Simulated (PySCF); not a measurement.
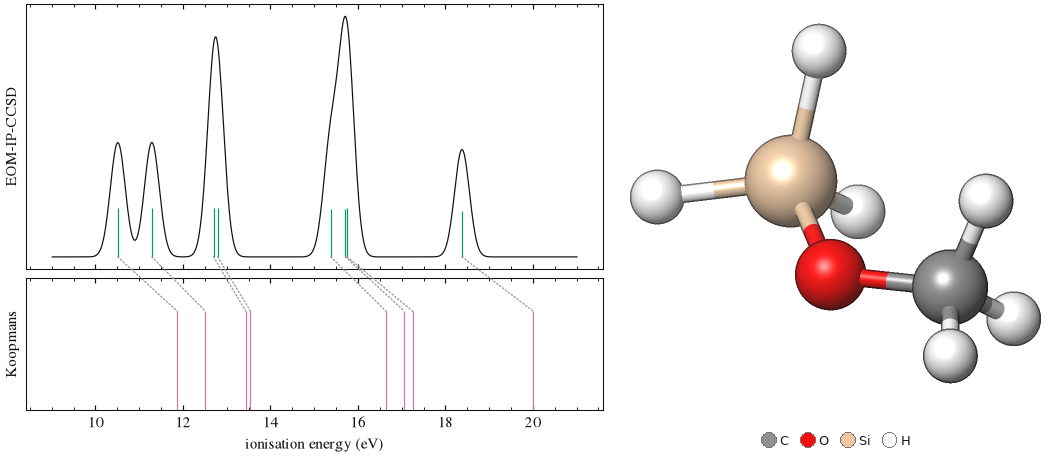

Valence photoelectron lines of CH₆OSi, SMILES CO[SiH3]: vertical EOM-IP-CCSD/aug-cc-pVDZ (frozen core, PySCF 2.14.0, at a PBE0-D3(BJ)/def2-SVP geometry (no frequency check); 8 lines, one for each of the 8 highest orbitals, so a line of a deeper orbital can be missing among them) above, Hartree-Fock orbital energies with the sign turned below, non-relativistic; dotted lines join each line to its leading orbital. Stick heights are one-hole weights (summed over degenerate lines), not cross-sections; Gaussian width 0.40 eV.

### What is the first vertical ionisation energy, and how far is Koopmans' value off?

10.51 eV from the HOMO; Koopmans gives 11.87 eV, 1.36 eV too high.

### Do correlation and relaxation change the order of the lines?

Not among these holes, which come in the order of the orbitals, HOMO, HOMO−1, HOMO−2, HOMO−3, HOMO−4, HOMO−5, HOMO−6, HOMO−7. Some lines lie within 0.1 eV of each other, so their order isn't settled.

Note: small basis, so the lines can lie some tenths of an eV too low.
